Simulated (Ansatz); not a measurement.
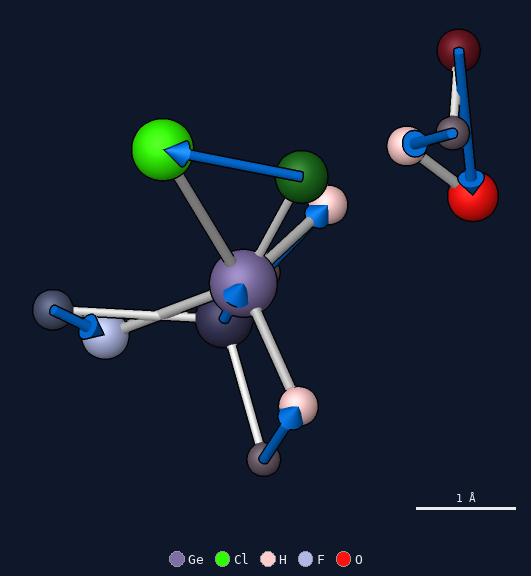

A relaxation of GeH₃OClF (multiplicity 2). The starting structure is drawn faded, the final one solid; blue arrows show the displacements, at their true length. The two geometries are superimposed by the best rigid fit.

A ball-and-stick model, seen from a free direction.

The run prepares an end point of a later path (reaction) calculation, from a guessed geometry.

Theory: UKS B3LYP/def2-SVP in Ansatz 0.2.0. Settings: collinear spin; force threshold 0.03 eV/Å; at most 50 steps.

Q: What happened in the run?

A: The atom that moves furthest after the best rigid fit is the O atom (1.97 Å). By element the largest moves are O 1.97 Å, Cl 1.56 Å, H 1.38 Å, F 0.73 Å, Ge 0.70 Å. Some distances before and after: Cl–Ge 2.203 → 2.188 Å, H–O 0.980 → 0.985 Å. Among the angles between lasting bonds that change: H–Ge–H 117.6° → 120.5°, Cl–Ge–F 106.3° → 104.0°. After 35 accepted moves (41 points after the start) the energy has fallen by 0.287 eV. Largest force component: 0.62 eV/Å at the start, 0.011 eV/Å at the end. The line search rejected the trial steps at points 6, 9, 13, 19, 25, 38 of the run. The forces were under the threshold at step 18, but the run went on from there. Cost: 4.5 min on 4 threads of Arm Neoverse V1 (shared host), peak memory 0.42 GiB.

Limits of the set-up: the start holds two separate molecules, 2.8 Å apart at their closest, whose relative position is a soft coordinate and is computed without a dispersion correction.
